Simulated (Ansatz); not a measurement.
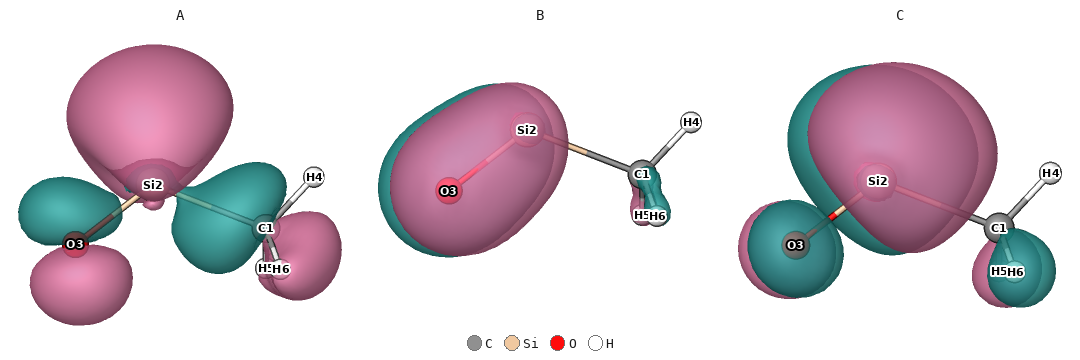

CH$_{3}$OSi (doublet). Three frontier orbitals at ±0.1 Å⁻³ᐟ² (teal and pink are the two phases), in no order.

Geometry: PBE0-D4/def2-TZVP.

Theory: Ansatz, UKS PBE0-D4/def2-TZVPP.

The calculation's input:

```
crystal:
  periodic: [false, false, false]
  atoms:
    - {symbol: C, position_ang: [-0.509495, -0.323172, -0.724186]}
    - {symbol: Si, position_ang: [0.437655, 0.106852, 0.855213]}
    - {symbol: O, position_ang: [1.142103, -0.966276, 1.677803]}
    - {symbol: H, position_ang: [-0.931335, 0.558747, -1.204314]}
    - {symbol: H, position_ang: [-1.304748, -1.021484, -0.450047]}
    - {symbol: H, position_ang: [0.187499, -0.826918, -1.398964]}
basis:
  gaussian: {orbitals: def2-TZVPP}
magnetization: {spin_polarized: true, initial_magnetization: 1}
hamiltonian: {xc: pbe0, dispersion: d4}
output: {orbitals: {seedname: orbitals}}
```

Launched as:

```sh
ansatz run in.yaml --threads 2 --pin off --events-out ev --progress --plain --max-ram 4352MiB
```

> Which picture is the HOMO−1, the HOMO and the LUMO? All are α orbitals.

B is the HOMO−1 (α) (−8.96 eV). It lies mainly on O3 (about 70 %) and Si2 (about 25 %). A is the HOMO (α) (−6.66 eV). It lies mainly on Si2 (about 55 %), O3 (about 25 %) and C1 (about 15 %). C is the LUMO (α) (−1.82 eV). Its weight (Hirshfeld) is mainly on Si2 (about 75 %), O3 (about 15 %) and C1 (about 5 %).

> What is the gap between the highest occupied and lowest empty α orbitals?

4.84 eV between the orbital energies.
